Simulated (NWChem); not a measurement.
# C2H3I (vinyl iodide) at HF/def2-SVP (core potential)

Aim: the energy change on altering one bond length of C2H3I (vinyl iodide) at HF/def2-SVP (core potential), from 2 runs. 

The results are computed with NWChem 7.3.0.

5 further runs of the same task are left out: 1 that didn't finish, 4 set aside as unsound or not needed. Runs told in other sessions of the task aren't counted.

## (1) The molecule

C2H3I has 6 atoms, charge 0, and is taken as a singlet. As SMILES, `C=CI`. The shape is that of a PBE0-D4/def2-TZVP optimisation.

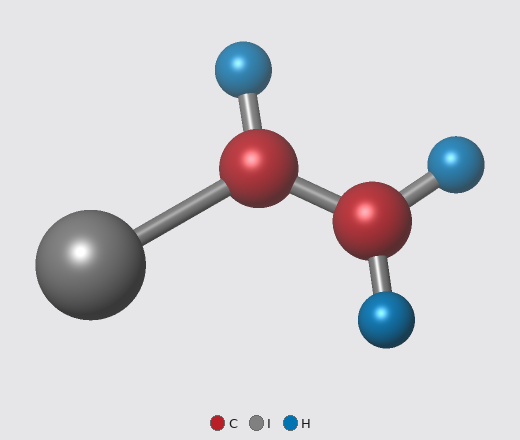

Viewed from a chosen angle; carbon red, iodine grey, hydrogen blue.

## (2) Energy and gradient at HF/def2-SVP (core potential)

Input file run.py:

```python
from ase import Atoms
from ase.calculators.nwchem import NWChem

system = Atoms(['C', 'C', 'I', 'H', 'H', 'H'], positions=[
    [-0.622970, 0.068690, -0.457440],
    [0.372870, 0.151340, 0.404440],
    [1.844550, -1.301740, 0.608640],
    [-0.748780, -0.771200, -1.129510],
    [-1.355590, 0.868170, -0.507340],
    [0.509920, 0.984730, 1.081200],
])

calc = NWChem(
    label='work',
    theory='scf',
    memory='2200 mb',
    basis='def2-SVP',
    basispar='spherical bse',
    scf={'nopen': '0', 'rhf': None, 'thresh': '1e-08', 'maxiter': '80'},
    **{'ecp bse': {'I library': 'def2-SVP'}},
)
system.calc = calc

forces = system.get_forces()
print("Total energy (eV):", round(system.get_potential_energy(), 6))
print("forces (eV/A):")
for s, f in zip(system.symbols, forces):
    print(f"{s:2s} {f[0]:10.5f} {f[1]:10.5f} {f[2]:10.5f}")
print("dipole (e A):", system.get_dipole_moment().round(4))
```

Launch:

```
export ASE_NWCHEM_COMMAND="nwchem PREFIX.nwi > PREFIX.nwo"
python run.py
```

What it wrote:

```text
Total energy (eV): -10178.183782
forces (eV/A):
C     0.09364    0.10094    0.14450
C    -0.34710    0.22297   -0.12938
I     0.31887   -0.30869    0.04834
H    -0.00941    0.04407    0.02227
H     0.02767   -0.05363   -0.01419
H    -0.08366   -0.00571   -0.07158
dipole (e A): [-0.2357  0.1838 -0.0659]
```

The calculator wrote work.nwi:

```
title "work"

permanent_dir work

scratch_dir work

start work

geometry units angstrom nocenter noautosym noautoz
  C  -6.2297000000000002e-01 6.8690000000000001e-02 -4.5744000000000001e-01
  C  3.7286999999999998e-01 1.5134000000000000e-01 4.0444000000000002e-01
  I  1.8445499999999999e+00 -1.3017399999999999e+00 6.0863999999999996e-01
  H  -7.4878000000000000e-01 -7.7120000000000000e-01 -1.1295100000000000e+00
  H  -1.3555900000000001e+00 8.6817000000000000e-01 -5.0734000000000001e-01
  H  5.0992000000000004e-01 9.8472999999999999e-01 1.0811999999999999e+00
end

memory 2200 mb

basis spherical bse noprint
   * library def2-SVP
end

scf
  nopen 0
  rhf
  thresh 1e-08
  maxiter 80
end
ecp bse
  I library def2-SVP
end

task scf gradient
```

work.nwo (excerpt; [...] marks lines left out):

```text
[...]
         Total SCF energy =   -374.041358007905
      One-electron energy =   -830.636487388256
      Two-electron energy =    351.282280977572
 Nuclear repulsion energy =    105.312848402778
[... 3 lines left out ...]
             Final eigenvalues
[... 34 lines left out ...]
                       ROHF Final Molecular Orbital Analysis
[...]
  wavefunction    =   RHF
                         RHF ENERGY GRADIENTS
    atom               coordinates                        gradient
                 x          y          z           x          y          z
   1 C      -1.177243   0.129805  -0.864436   -0.001821  -0.001963  -0.002810
   2 C       0.704622   0.285991   0.764281    0.006750  -0.004336   0.002516
   3 I       3.485694  -2.459932   1.150163   -0.006201   0.006003  -0.000940
   4 H      -1.414989  -1.457357  -2.134464    0.000183  -0.000857  -0.000433
   5 H      -2.561694   1.640603  -0.958734   -0.000538   0.001043   0.000276
   6 H       0.963609   1.860870   2.043172    0.001627   0.000111   0.001392
[...]
```

Run time: 11 s. Hardware: 1 thread of INTEL XEON PLATINUM 8581C at 2.10GHz (Emerald Rapids), shared host; peak memory 0.1 GiB.

## (3) The distorted shape: a single-point energy at HF/def2-SVP (core potential)

Input file m1.nw:

```
start m1
title "C2H3I"
memory total 2200 mb
geometry noautosym nocenter noautoz
 C    -1.800322    1.231162   -0.620801
 C    -0.804482    1.313812    0.241079
 I     1.844550   -1.301740    0.608640
 H    -1.926132    0.391272   -1.292871
 H    -2.532942    2.030642   -0.670701
 H    -0.667432    2.147202    0.917839
end
basis spherical bse
 C library def2-SVP
 I library def2-SVP
 H library def2-SVP
end
ecp bse
 I library def2-SVP
end
scf
 thresh 1e-08
 maxiter 80
end
task scf energy
```

Launch:

```
nwchem m1.nw > m1.out
```

What it wrote:

```text
[...]
  functions       =    69
[...]
  wavefunction    = RHF
[...]
         Total SCF energy =   -373.883715420186
      One-electron energy =   -770.689622694553
      Two-electron energy =    321.584255275541
 Nuclear repulsion energy =     75.221651998826
        Time for solution =      8.8s
[...]
```

Run time: 9.6 s. Hardware: 1 thread of INTEL XEON PLATINUM 8581C at 2.10GHz (Emerald Rapids), shared host; peak memory 0.099 GiB.

## (4) Summary of results

At HF/def2-SVP (core potential):

| quantity | value |
| --- | --- |
| first shape: total energy | -374.04136 Eh |
| first shape: dipole moment | 1.47 D |
| first shape: HOMO energy | -9.34 eV |
| first shape: LUMO energy | 3.27 eV |
| first shape: HOMO–LUMO gap | 12.61 eV |
| first shape: largest force on an atom | 0.446 eV/Å |
| distorted shape: total energy | -373.88372 Eh |
| distorted shape: dipole moment | 7.39 D |
| distorted shape: HOMO energy | -8.44 eV |
| distorted shape: LUMO energy | -2.42 eV |
| distorted shape: HOMO–LUMO gap | 6.02 eV |
| energy change with the C2–I3 bond stretched from 2.078 to 3.741 Å | 4.290 eV |

**Reading.** One bond (distorted shape) is far stretched, which a spin-restricted single reference describes badly; a broken-symmetry solution may lie lower. With the C2–I3 bond stretched from 2.078 to 3.741 Å the energy rises by 4.29 eV (99 kcal/mol). The first shape isn't relaxed at this level, so the change isn't measured from a minimum. A restricted reference can't describe the breaking bond well at this length. The largest force (first shape) is 0.45 eV/Å: the shape isn't a stationary point for this species at this level. Mulliken charges (first shape) run from -0.27 on C2 to +0.10 on H6.
